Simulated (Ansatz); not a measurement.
Nudged elastic band of TaH3ClOF3

The run: nudged elastic band of TaH3ClOF3. Method and program: RHF/def2-SVP (Ansatz 0.2.0).

It belongs to a series of runs on one base structure; here: band between the two ends. Figures and captions count atoms from 1; the log counts them from 0 in places.

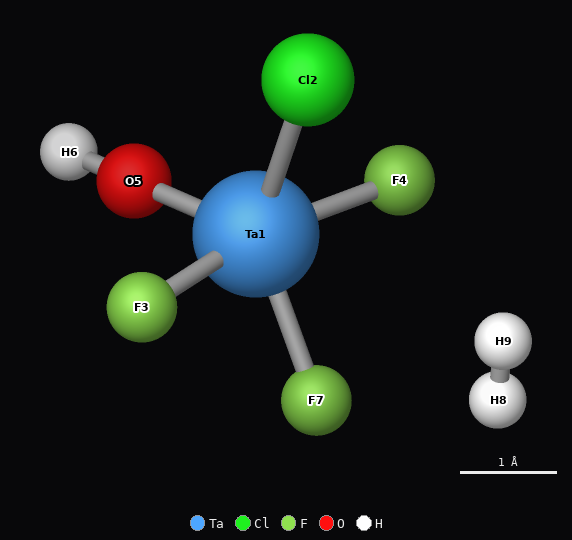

**Figure 1.** The starting structure (ball-and-stick view, seen at a tilt; atoms are numbered from 1 in the order of the input). Sticks mark near contacts.

Input:
```yaml
crystal:
  periodic: [false, false, false]
  atoms:
    - { symbol: Ta, position_ang: [-0.091832, 0.330585, 0.244563] }
    - { symbol: Cl, position_ang: [2.188756, 0.801657, 0.344216] }
    - { symbol: F, position_ang: [-0.115202, 0.315709, 2.127595] }
    - { symbol: F, position_ang: [0.119837, -0.057279, -1.585756] }
    - { symbol: O, position_ang: [-1.137686, 1.8131, 0.03014] }
    - { symbol: H, position_ang: [-1.651815, 2.599974, -0.04908] }
    - { symbol: F, position_ang: [-1.022169, -1.281994, 0.347951] }
    - { symbol: H, position_ang: [1.369288, -2.993938, 0.679826] }
    - { symbol: H, position_ang: [2.046223, -2.678613, 0.689744] }
basis:
  gaussian: { orbitals: def2-SVP }
hamiltonian:
  xc: hf
neb:
  order_check: false
  images: 7
  f_tol: 0.05
  max_iterations: 60
  final_atoms:
    - { symbol: Ta, position_ang: [-0.84630766, -0.44151925, 0.28305099] }
    - { symbol: Cl, position_ang: [3.45108475, 0.47990594, 0.44974006] }
    - { symbol: F, position_ang: [-0.91853885, -0.51016092, 2.16608454] }
    - { symbol: F, position_ang: [-0.64875629, -0.87743867, -1.54096342] }
    - { symbol: O, position_ang: [-0.39201893, 1.33880899, 0.13978191] }
    - { symbol: H, position_ang: [-0.29997871, 2.27229491, 0.05113561] }
    - { symbol: F, position_ang: [-2.57426863, -1.15776989, 0.22829798] }
    - { symbol: H, position_ang: [0.54903179, -1.46958288, 0.48651485] }
    - { symbol: H, position_ang: [3.38515252, -0.78533723, 0.56555648] }
  initial_path:
    images:
      - { positions_ang: [[-0.091832, 0.330585, 0.244563], [2.188756, 0.801657, 0.344216], [-0.115202, 0.315709, 2.127595], [0.119837, -0.057279, -1.585756], [-1.137686, 1.8131, 0.03014], [-1.651815, 2.599974, -0.04908], [-1.022169, -1.281994, 0.347951], [1.369288, -2.993938, 0.679826], [2.046223, -2.678613, 0.689744]] }
      - { positions_ang: [[-0.06532686, 0.24847851, 0.18160648], [2.3494257, 0.60094155, 0.28748334], [-0.10416766, 0.23435087, 2.07590036], [0.11473819, -0.03944885, -1.67315265], [-1.10156857, 1.79798235, 0.01235021], [-1.61575334, 2.41554449, 0.16848836], [-1.00447834, -1.37850975, 0.2459003], [1.18379354, -2.66841147, 0.77781058], [1.94873734, -2.36172671, 0.75281203]] }
      - { positions_ang: [[-0.03882172, 0.16637202, 0.11864996], [2.5100954, 0.40022611, 0.23075067], [-0.09313332, 0.15299274, 2.02420573], [0.10963938, -0.0216187, -1.76054931], [-1.06545113, 1.78286471, -0.00543958], [-1.57969167, 2.23111498, 0.38605672], [-0.98678768, -1.4750255, 0.14384959], [0.99829908, -2.34288494, 0.87579515], [1.85125167, -2.04484042, 0.81588006]] }
      - { positions_ang: [[-0.01231658, 0.08426553, 0.05569344], [2.6707651, 0.19951066, 0.17401801], [-0.08209898, 0.07163461, 1.97251109], [0.10454057, -0.00378855, -1.84794596], [-1.0293337, 1.76774706, -0.02322937], [-1.54363001, 2.04668547, 0.60362508], [-0.96909702, -1.57154124, 0.04179889], [0.81280462, -2.0173584, 0.97377973], [1.75376601, -1.72795414, 0.8789481]] }
      - { positions_ang: [[0.01418856, 0.00215904, -0.00726308], [2.8314348, -0.00120479, 0.11728535], [-0.07106464, -0.00972352, 1.92081645], [0.09944175, 0.01404161, -1.93534262], [-0.99321627, 1.75262942, -0.04101916], [-1.50756835, 1.86225595, 0.82119345], [-0.95140636, -1.66805699, -0.06025182], [0.62731016, -1.69183187, 1.07176431], [1.65628034, -1.41106785, 0.94201613]] }
      - { positions_ang: [[-0.2009355, -0.10876053, 0.06531544], [2.98634729, 0.11907289, 0.20039903], [-0.28293319, -0.13483287, 1.98213348], [-0.08760776, -0.20882846, -1.83674782], [-0.84291693, 1.64917431, 0.00418111], [-1.20567094, 1.96476569, 0.62867899], [-1.35712193, -1.54048522, 0.01188563], [0.60774057, -1.63626962, 0.92545194], [2.08849839, -1.25463519, 0.84790122]] }
      - { positions_ang: [[-0.41605955, -0.2196801, 0.13789395], [3.14125978, 0.23935058, 0.2835127], [-0.49480175, -0.25994222, 2.0434505], [-0.27465727, -0.43169853, -1.73815302], [-0.6926176, 1.5457192, 0.04938138], [-0.90377353, 2.06727543, 0.43616453], [-1.7628375, -1.41291344, 0.08402308], [0.58817098, -1.58070737, 0.77913958], [2.52071643, -1.09820254, 0.75378631]] }
      - { positions_ang: [[-0.63118361, -0.33059968, 0.21047247], [3.29617226, 0.35962826, 0.36662638], [-0.7066703, -0.38505157, 2.10476752], [-0.46170678, -0.6545686, -1.63955822], [-0.54231826, 1.4422641, 0.09458164], [-0.60187612, 2.16978517, 0.24365007], [-2.16855307, -1.28534166, 0.15616053], [0.56860139, -1.52514512, 0.63282722], [2.95293447, -0.94176988, 0.6596714]] }
      - { positions_ang: [[-0.84630766, -0.44151925, 0.28305099], [3.45108475, 0.47990594, 0.44974006], [-0.91853885, -0.51016092, 2.16608454], [-0.64875629, -0.87743867, -1.54096342], [-0.39201893, 1.33880899, 0.13978191], [-0.29997871, 2.27229491, 0.05113561], [-2.57426863, -1.15776989, 0.22829798], [0.54903179, -1.46958288, 0.48651485], [3.38515252, -0.78533723, 0.56555648]] }
```

Run on 2 threads of Intel Xeon (Granite Rapids), 32 GiB of memory available, shared host.

Run as:
```bash
ansatz run input.yaml --threads 2 --pin off --max-ram 3072MiB --backend cpu --events-out ev --progress --plain --runs-dir out
```

What the program printed:
```
Engine: ansatz 0.2.0, x86_64-unknown-linux-gnu
Functional definition: HF
  exchange = exact_x
  correlation = 0
1237 factors; integrals over basis functions are off by at most 3.8e-4 eV
mean field evaluation 1: about -24228.0004 eV, gradient 6.3e1 eV
mean field evaluation 2: about -24228.1569 eV, gradient 6.3e1 eV
mean field evaluation 4: about -24235.4773 eV, gradient 2.6e0 eV
mean field evaluation 8: about -24235.5337 eV, gradient 2.7e-1 eV
mean field -24235.53405870 eV, -890.6394492222 hartree, gradient 8.4e-6 eV, S^2 0.000000; 0 other end points of the search recorded, 0 dependent functions left out
the calculation of the forces begins
reference -24235.53405870 eV, -890.6394492222 hartree; 34, 34 occupied and 87, 87 virtual orbitals, 1237 factors
1241 factors; integrals over basis functions are off by at most 1.0e-3 eV
mean field evaluation 16: about -24227.0896 eV, gradient 6.2e1 eV
mean field -24234.45132278 eV, -890.5996594110 hartree, gradient 2.2e-5 eV, S^2 0.000000; 0 other end points of the search recorded, 0 dependent functions left out
[... from here on the field's lines of each further geometry are left out, up to the last ...]
NEB iter   1: max|band force component| = 3.392e1 eV/Å  barrier→ = 7.5501 eV  barrier← = 6.4674 eV  Δτ_max = 0.2000 Å  (362 SCF iters)
NEB iter   2: max|band force component| = 5.047e0 eV/Å  barrier→ = 3.1199 eV  barrier← = 2.0372 eV  Δτ_max = 0.2000 Å  (301 SCF iters)
NEB iter   3: max|band force component| = 2.020e0 eV/Å  barrier→ = 2.4802 eV  barrier← = 1.3975 eV  Δτ_max = 0.2000 Å  (276 SCF iters)
NEB iter   4: max|band force component| = 1.442e0 eV/Å  barrier→ = 2.1604 eV  barrier← = 1.0777 eV  Δτ_max = 0.1985 Å  (273 SCF iters)
NEB iter   5: max|band force component| = 1.018e0 eV/Å  barrier→ = 1.9055 eV  barrier← = 0.8228 eV  Δτ_max = 0.2000 Å  (273 SCF iters)
NEB iter   6: max|band force component| = 1.522e0 eV/Å  barrier→ = 1.8632 eV  barrier← = 0.7804 eV  Δτ_max = 0.1013 Å  (273 SCF iters)
NEB iter   7: max|band force component| = 6.128e-1 eV/Å  barrier→ = 1.7435 eV  barrier← = 0.6608 eV  Δτ_max = 0.2000 Å  (272 SCF iters)
NEB iter   8: max|band force component| = 4.913e-1 eV/Å  barrier→ = 1.5940 eV  barrier← = 0.5112 eV  CI = image 5  Δτ_max = 0.2000 Å  (273 SCF iters)
NEB iter   9: max|band force component| = 1.035e0 eV/Å  barrier→ = 1.8052 eV  barrier← = 0.7224 eV  CI = image 5  Δτ_max = 0.1011 Å  (274 SCF iters)
NEB iter  10: max|band force component| = 7.607e-1 eV/Å  barrier→ = 1.8551 eV  barrier← = 0.7724 eV  CI = image 5  Δτ_max = 0.2000 Å  (274 SCF iters)
NEB iter  11: max|band force component| = 5.038e-1 eV/Å  barrier→ = 1.9615 eV  barrier← = 0.8788 eV  CI = image 5  Δτ_max = 0.1960 Å  (279 SCF iters)
NEB iter  12: max|band force component| = 1.031e0 eV/Å  barrier→ = 1.8887 eV  barrier← = 0.8060 eV  CI = image 5  Δτ_max = 0.0998 Å  (272 SCF iters)
NEB iter  13: max|band force component| = 7.415e-1 eV/Å  barrier→ = 1.8819 eV  barrier← = 0.7992 eV  CI = image 5  Δτ_max = 0.0977 Å  (274 SCF iters)
NEB iter  14: max|band force component| = 3.054e-1 eV/Å  barrier→ = 1.8526 eV  barrier← = 0.7698 eV  CI = image 5  Δτ_max = 0.1925 Å  (274 SCF iters)
NEB iter  15: max|band force component| = 8.418e-1 eV/Å  barrier→ = 1.8478 eV  barrier← = 0.7651 eV  CI = image 5  Δτ_max = 0.1004 Å  (273 SCF iters)
NEB iter  16: max|band force component| = 3.996e-1 eV/Å  barrier→ = 1.8432 eV  barrier← = 0.7604 eV  CI = image 5  Δτ_max = 0.0848 Å  (276 SCF iters)
NEB iter  17: max|band force component| = 9.339e-2 eV/Å  barrier→ = 1.8408 eV  barrier← = 0.7581 eV  CI = image 5  Δτ_max = 0.0546 Å  (276 SCF iters)
NEB iter  18: max|band force component| = 1.526e-1 eV/Å  barrier→ = 1.8402 eV  barrier← = 0.7575 eV  CI = image 5  Δτ_max = 0.0272 Å  (277 SCF iters)
NEB iter  19: max|band force component| = 1.163e-1 eV/Å  barrier→ = 1.8387 eV  barrier← = 0.7560 eV  CI = image 5  Δτ_max = 0.0272 Å  (279 SCF iters)
NEB iter  20: max|band force component| = 8.444e-2 eV/Å  barrier→ = 1.8379 eV  barrier← = 0.7552 eV  CI = image 5  Δτ_max = 0.0272 Å  (280 SCF iters)
NEB iter  21: max|band force component| = 7.517e-2 eV/Å  barrier→ = 1.8373 eV  barrier← = 0.7546 eV  CI = image 5  Δτ_max = 0.0274 Å  (281 SCF iters)
the calculation of the forces begins
reference -24234.40748194 eV, -890.5980482898 hartree; 34, 34 occupied and 87, 87 virtual orbitals, 1242 factors
1240 factors; integrals over basis functions are off by at most 1.2e-3 eV
mean field -24233.69683059 eV, -890.5719323346 hartree, gradient 1.7e-5 eV, S^2 0.000000; 1 other end points of the search recorded, 0 dependent functions left out
the calculation of the forces begins
reference -24233.69683059 eV, -890.5719323346 hartree; 34, 34 occupied and 87, 87 virtual orbitals, 1240 factors
NEB iter  22: max|band force component| = 4.652e-2 eV/Å  barrier→ = 1.8372 eV  barrier← = 0.7545 eV  CI = image 5  Δτ_max = 0.0000 Å  (569 SCF iters)
```

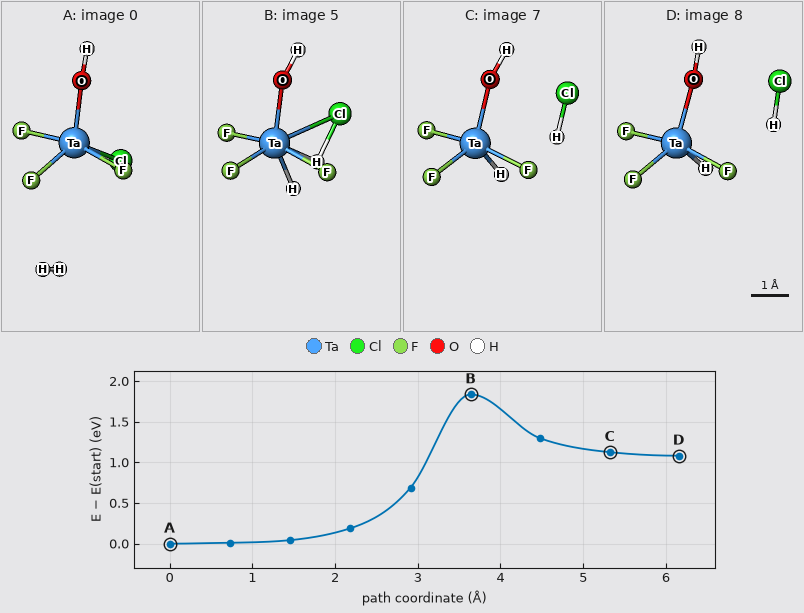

**Figure 2.** Images of the last band (counted from 0; ball-and-stick, seen at a tilt) above the energy along the path; the line is a cubic interpolation that uses the forces. The highest image is number 5, 1.837 eV above the start and 0.754 eV above the end (the climbing image); the end lies 1.083 eV above the start. The path is 6.16 Å long. The band converged in 22 iterations.

```
Total energy: -24233.69683059 eV, -890.5719323346 hartree
Atom 0 at    -0.292304    -0.399350     0.245969 Å, force    -0.023855     0.014445    -0.006219 eV/Å
Atom 1 at     2.236050     0.612934     0.605519 Å, force    -0.000030    -0.002633    -0.002590 eV/Å
Atom 2 at    -0.325147    -0.656122     2.106115 Å, force    -0.001209    -0.001632     0.003281 eV/Å
Atom 3 at     0.193232    -0.661244    -1.549324 Å, force     0.001826    -0.001885    -0.000221 eV/Å
Atom 4 at    -0.733512     1.397522     0.180296 Å, force     0.001939    -0.012094     0.003355 eV/Å
Atom 5 at    -0.422876     2.290061     0.225221 Å, force    -0.002884     0.002249    -0.001576 eV/Å
Atom 6 at    -1.893266    -1.302313     0.020249 Å, force     0.006554     0.004540     0.000980 eV/Å
Atom 7 at     1.114140    -1.625754     0.447374 Å, force     0.004471     0.007209    -0.001484 eV/Å
Atom 8 at     1.829082    -0.806533     0.547780 Å, force     0.013189    -0.010199     0.004473 eV/Å
Dipole moment:     0.097994     0.378601     0.013934 e Å
this run last wrote the band of iteration 22 to [file]
```

The last band as extended XYZ (Å, eV, eV/Å):
```
9
Properties=species:S:1:pos:R:3:forces:R:3 image=0 energy=-24235.53406
Ta   -0.0918    0.3306    0.2446   -0.0124  -0.0101   0.0019
Cl    2.1888    0.8017    0.3442    0.0046   0.0033  -0.0044
F    -0.1152    0.3157    2.1276   -0.0020   0.0013   0.0015
F     0.1198   -0.0573   -1.5858    0.0046   0.0024  -0.0019
O    -1.1377    1.8131    0.0301    0.0228   0.0044   0.0040
H    -1.6518    2.6000   -0.0491   -0.0169   0.0033  -0.0028
F    -1.0222   -1.2820    0.3480   -0.0011  -0.0026   0.0017
H     1.3693   -2.9939    0.6798   -0.0018  -0.0017  -0.0001
H     2.0462   -2.6786    0.6897    0.0021  -0.0005   0.0002
9
Properties=species:S:1:pos:R:3:forces:R:3 image=1 energy=-24235.52232
Ta   -0.0458    0.2370    0.2675    0.0147  -0.0077   0.0024
Cl    2.1922    0.9468    0.3514   -0.0016  -0.0139   0.0000
F     0.0529    0.0209    2.1286   -0.0096   0.0103   0.0082
F     0.2859   -0.2801   -1.5057   -0.0028   0.0098  -0.0071
O    -1.0734    1.7288    0.0780   -0.0083  -0.0010  -0.0143
H    -1.5765    2.5141   -0.0666   -0.0020   0.0078   0.0083
F    -1.2047   -1.2331    0.3127    0.0078  -0.0063   0.0049
H     1.2097   -2.7202    0.6079   -0.0003   0.0033  -0.0001
H     1.8652   -2.3650    0.6555    0.0021  -0.0023  -0.0022
9
Properties=species:S:1:pos:R:3:forces:R:3 image=2 energy=-24235.49070
Ta   -0.0765    0.0969    0.2772    0.0130   0.0339  -0.0131
Cl    2.1082    0.9818    0.4223    0.0161  -0.0072   0.0005
F     0.0296   -0.2537    2.1129    0.0055   0.0196   0.0065
F     0.3591   -0.4845   -1.4486    0.0077   0.0250   0.0045
O    -1.0498    1.6282    0.0884    0.0114   0.0074  -0.0047
H    -1.2597    2.5443   -0.0060   -0.0647   0.0042  -0.0028
F    -1.4021   -1.2318    0.2394    0.0254  -0.0069   0.0056
H     1.2015   -2.4398    0.5373   -0.0150  -0.0292   0.0002
H     1.7951   -1.9922    0.6062    0.0007  -0.0466   0.0033
9
Properties=species:S:1:pos:R:3:forces:R:3 image=3 energy=-24235.34468
Ta   -0.1386   -0.0369    0.2689    0.0219   0.0954  -0.0044
Cl    1.9997    0.9781    0.5167   -0.0123   0.0427  -0.0023
F    -0.1059   -0.4939    2.0827    0.0524   0.0552  -0.0008
F     0.3583   -0.6073   -1.4424    0.0471   0.0584   0.0157
O    -1.0279    1.5603    0.1015   -0.0391   0.0125  -0.0095
H    -0.8441    2.4892    0.0903   -0.1405   0.0793  -0.0195
F    -1.5876   -1.2211    0.1160    0.0632   0.0121   0.0079
H     1.2642   -2.1744    0.5223   -0.0093  -0.1633   0.0042
H     1.7873   -1.6448    0.5733    0.0166  -0.1924   0.0085
9
Properties=species:S:1:pos:R:3:forces:R:3 image=4 energy=-24234.84467
Ta   -0.1825   -0.2007    0.2505    0.1882   0.3777   0.0202
Cl    1.9997    0.8870    0.6345   -0.3706   0.3949  -0.0600
F    -0.2816   -0.6868    2.0566    0.1383  -0.0074  -0.0432
F     0.3234   -0.6487   -1.4970    0.1120  -0.0038   0.1037
O    -0.9185    1.4704    0.1431   -0.2689   0.1826  -0.0448
H    -0.5744    2.3511    0.2095   -0.1466   0.1507  -0.0227
F    -1.7057   -1.2700   -0.0202    0.2641   0.1735   0.0464
H     1.2909   -1.8258    0.4834    0.2450  -0.4203   0.0371
H     1.7541   -1.2274    0.5689   -0.1616  -0.8480  -0.0367
9
Properties=species:S:1:pos:R:3:forces:R:3 image=5 energy=-24233.69683
Ta   -0.2923   -0.3993    0.2460   -0.0239   0.0144  -0.0062
Cl    2.2361    0.6129    0.6055    0.0000  -0.0026  -0.0026
F    -0.3251   -0.6561    2.1061   -0.0012  -0.0016   0.0033
F     0.1932   -0.6612   -1.5493    0.0018  -0.0019  -0.0002
O    -0.7335    1.3975    0.1803    0.0019  -0.0121   0.0034
H    -0.4229    2.2901    0.2252   -0.0029   0.0022  -0.0016
F    -1.8933   -1.3023    0.0202    0.0066   0.0045   0.0010
H     1.1141   -1.6258    0.4474    0.0045   0.0072  -0.0015
H     1.8291   -0.8065    0.5478    0.0132  -0.0102   0.0045
9
Properties=species:S:1:pos:R:3:forces:R:3 image=6 energy=-24234.23685
Ta   -0.5178   -0.4625    0.2505   -0.1447  -0.0412  -0.0150
Cl    2.5472    0.5394    0.5598    0.1120   0.0208   0.0117
F    -0.4616   -0.5366    2.1347   -0.0696   0.0191  -0.0081
F    -0.0360   -0.6755   -1.5616   -0.0677   0.0152  -0.0007
O    -0.6233    1.3992    0.1661    0.0147  -0.0264  -0.0061
H    -0.2081    2.2470    0.1575    0.0363  -0.0361   0.0125
F    -2.1677   -1.2821    0.0907   -0.0801  -0.0399  -0.0063
H     0.7728   -1.6484    0.4443   -0.0959   0.0186  -0.0184
H     2.3997   -0.7313    0.5871    0.2951   0.0699   0.0304
9
Properties=species:S:1:pos:R:3:forces:R:3 image=7 energy=-24234.40748
Ta   -0.6985   -0.4626    0.2481   -0.0517  -0.0111   0.0062
Cl    3.0035    0.5372    0.4913    0.0499   0.0248   0.0036
F    -0.7037   -0.5132    2.1346   -0.0369  -0.0058  -0.0189
F    -0.3959   -0.8423   -1.5737   -0.0320  -0.0157   0.0076
O    -0.4809    1.3681    0.1081   -0.0187  -0.0122   0.0148
H    -0.1397    2.2423    0.1956    0.0300   0.0046  -0.0055
F    -2.3976   -1.2219    0.1774   -0.0288  -0.0017  -0.0029
H     0.6665   -1.5350    0.4633    0.0175   0.0253  -0.0129
H     2.8517   -0.7233    0.5844    0.0708  -0.0081   0.0080
9
Properties=species:S:1:pos:R:3:forces:R:3 image=8 energy=-24234.45132
Ta   -0.8463   -0.4415    0.2831    0.0153   0.0138  -0.0007
Cl    3.4511    0.4799    0.4497    0.0003   0.0026  -0.0001
F    -0.9185   -0.5102    2.1661    0.0013  -0.0012  -0.0119
F    -0.6488   -0.8774   -1.5410   -0.0007   0.0006   0.0126
O    -0.3920    1.3388    0.1398   -0.0091  -0.0096   0.0009
H    -0.3000    2.2723    0.0511    0.0024  -0.0019   0.0002
F    -2.5743   -1.1578    0.2283   -0.0051  -0.0043  -0.0005
H     0.5490   -1.4696    0.4865   -0.0042   0.0050  -0.0009
H     3.3852   -0.7853    0.5656   -0.0001  -0.0051   0.0002
```

Key numbers:

```tsv
quantity	value
outcome	converged
barrier, forward	1.837 eV
barrier, backward	0.754 eV
wall time	3.9 min (CPU time 7.4 min)
peak memory	0.3 GiB
```

The order of the saddle point was not checked.
